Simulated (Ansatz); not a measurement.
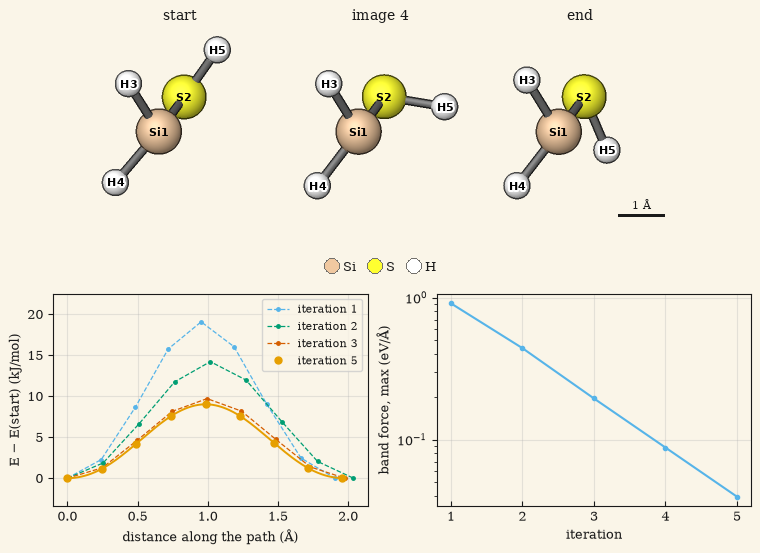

A search for the minimum-energy path of SiH3S (multiplicity 2) by the nudged elastic band. Images are numbered from 0 (start) to 8 (end). The plot follows the band through its iterations. The picture is a ball-and-stick view, seen from a free direction.

Theory: Ansatz 0.2.0, UKS PBE0-D4/def2-SVP.

Input file:
```yaml
crystal:
  periodic: [false, false, false]
  atoms:
    - { symbol: Si, position_ang: [-0.097077, -0.697144, -0.305116] }
    - { symbol: S, position_ang: [0.271084, 1.415884, -0.288953] }
    - { symbol: H, position_ang: [-0.105607, -1.273411, 1.080845] }
    - { symbol: H, position_ang: [-1.443517, -0.849047, -0.937962] }
    - { symbol: H, position_ang: [1.424918, 1.330117, 0.409686] }
magnetization:
  spin_polarized: true
  initial_magnetization: 1
basis:
  gaussian: { orbitals: def2-SVP }
hamiltonian:
  xc: pbe0
  dispersion: d4
neb:
  order_check: false
  images: 7
  f_tol: 0.05
  max_iterations: 60
  initial_path: idpp
  final_atoms:
    - { symbol: Si, position_ang: [0.00307541, -0.7599126, -0.08839812] }
    - { symbol: S, position_ang: [0.68201129, 1.15076878, 0.61037978] }
    - { symbol: H, position_ang: [-0.47326943, -1.47249194, 1.13716341] }
    - { symbol: H, position_ang: [-1.1161922, -0.62941613, -1.0799082] }
    - { symbol: H, position_ang: [0.95417593, 1.63745089, -0.62073686] }
```

Command:
```bash
ansatz run input.yaml --threads 1 --pin off --max-ram 2048MiB --backend cpu --events-out ev --progress --plain --runs-dir out
```

### Judge this run.

The result is final at these settings. The band converged in 5 iterations. The largest component of the band force went from 0.91 to 0.04 eV/Å. The climbing image converged on the top of the path. Its vibrational analysis gives one imaginary mode (285i cm⁻¹), as a transition state must have. The first iteration put the highest image at 19.1 kJ/mol. The barrier is about 9.0 kJ/mol in both directions, with image 4 at the top; the ends have the same energy.

Cost: 84 s on 1 thread of Intel(R) Xeon(R) Processor @ 2.70GHz, on a shared host, peak memory 0.13 GiB.
